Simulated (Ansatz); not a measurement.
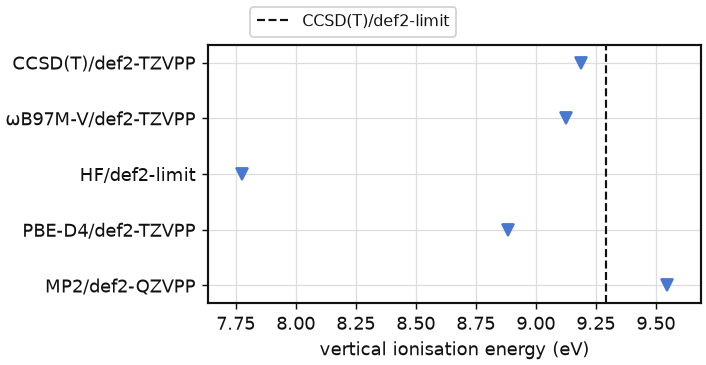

Vertical ionisation energy of C₆H₁₆BN, SMILES BN(C(C)C)C(C)C, taken as the energy of the cation less that of the neutral at fixed geometry (unrestricted doublet cation, cores frozen in correlated methods, no spin-orbit coupling), the Ansatz code 0.2.0, at a PBE0-D4/def2-TZVP geometry (no frequency check). Limit means an estimate of the basis limit from triple and quadruple zeta; for coupled cluster it is either extrapolated directly or built as the MP2 limit plus the step from MP2 in triple zeta. The distance of CCSD(T)/def2-TZVPP and MP2/def2-QZVPP to the limit includes basis error.

What range do the values span, the line included?

From 7.78 eV (HF/def2-limit) to 9.55 eV (MP2/def2-QZVPP).

Give the values.

```csv
level,eV,less CCSD(T)/def2-limit
CCSD(T)/def2-TZVPP,9.19,−0.11
ωB97M-V/def2-TZVPP,9.13,−0.17
HF/def2-limit,7.78,−1.52
PBE-D4/def2-TZVPP,8.88,−0.41
MP2/def2-QZVPP,9.55,0.25
CCSD(T)/def2-limit,9.29,0.00
```

Caveats, for all or some of the runs: one conformer of a flexible molecule.
